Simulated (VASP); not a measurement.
Band structure of BN (relaxed from the rock salt structure, space group Fm-3m). These are PBEsol GGA, VASP's PBE PAW potentials (set 64) (plane waves; VASP) values and carry that method's errors.

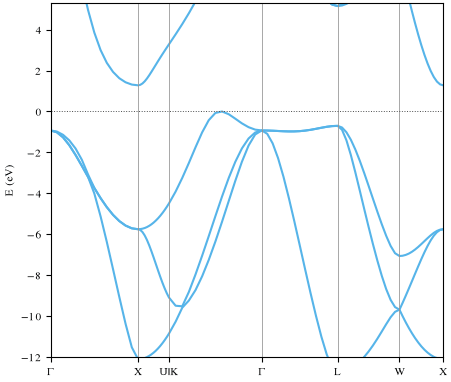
Figure. Bands along high-symmetry lines, zero at the valence-band maximum or, without a gap, the Fermi level

Question: Read the plot: is there a gap, and where are the band edges?

Answer: The gap is indirect, 1.28 eV, from the valence maximum at K-Γ at 0.57 to the conduction minimum at X. (Edges off the drawn lines would not show.)

The structure was generated: BN was put into the rock salt type (Fm-3m), which need not be its known phase. It was relaxed first, which changed the volume by +13 %.
